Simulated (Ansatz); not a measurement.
**Ge (diamond structure), cut as [100] fin, 1.73 nm along [100] by 0.58 nm along [010], dimers on {100} faces**

All values below come from PBE (plane waves to 420 eV, PAW; Ansatz, a program for electronic structure).

k-points: Γ-centred 1×1×5 mesh; occupations: Fermi-Dirac, 0.020 eV; spin polarisation not allowed. Scalar-relativistic, no spin-orbit coupling.

 The relaxation kept the symmetry of its start, so a lower minimum of less symmetry isn't excluded. The period along the axis is held at the bulk value.

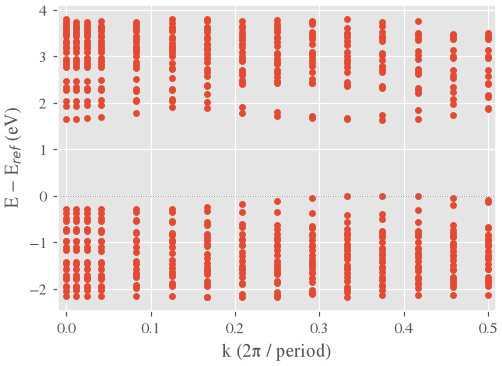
Figure. Levels along the axis at 15 k-points, drawn as points, zero at the top of the valence band

Electronic character: not metallic; Kohn-Sham band gap: 1.62 eV. Only levels within the plotted window are shown.
